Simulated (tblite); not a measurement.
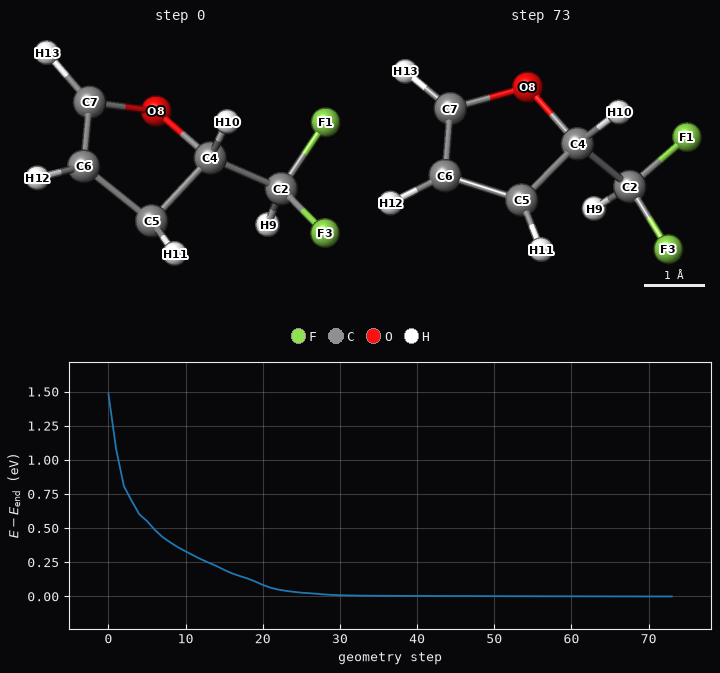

First and last geometry of a relaxation of C$_{5}$H$_{5}$F$_{2}$O (multiplicity 2), with the history of the run. The picture is a ball-and-stick view, seen from a free direction.

Method: GFN2-xTB geometry optimisation, gas phase (tblite 0.8.0). 

> Read the history and describe the run.

It converged. The largest move after the best rigid fit is that of H12, 0.68 Å. Largest moves by element: H 0.68 Å, O 0.66 Å, C 0.65 Å, F 0.54 Å. Among the contacts that change: C5–C6 1.492 → 1.378 Å, C2–C4 1.481 → 1.548 Å, C2–F3 1.391 → 1.352 Å, F1–C2 1.384 → 1.350 Å. Among the angles between lasting bonds that change: C6–C5–H11 113.9° → 129.5°, C4–C5–H11 111.9° → 123.5°, O8–C7–H13 127.3° → 116.4°. Over 73 geometry steps the energy falls by 1.482 eV. The run took 0.39 s on 1 thread of Arm Neoverse V1 (shared host).

| step | E − E(0), eV |
| --- | --- |
| 0 | 0.0000 |
| 1 | -0.4052 |
| 2 | -0.6740 |
| 3 | -0.7813 |
| 4 | -0.8803 |
| 5 | -0.9304 |
| 6 | -0.9938 |
| 7 | -1.0464 |
| 8 | -1.0858 |
| 9 | -1.1217 |
| 10 | -1.1522 |
| 13 | -1.2349 |
| 17 | -1.3324 |
| 20 | -1.3974 |
| 23 | -1.4413 |
| 27 | -1.4626 |
| 30 | -1.4730 |
| 33 | -1.4764 |
| 37 | -1.4779 |
| 40 | -1.4786 |
| 43 | -1.4790 |
| 46 | -1.4793 |
| 50 | -1.4800 |
| 53 | -1.4805 |
| 56 | -1.4808 |
| 60 | -1.4811 |
| 63 | -1.4815 |
| 66 | -1.4818 |
| 70 | -1.4821 |
| 73 | -1.4822 |
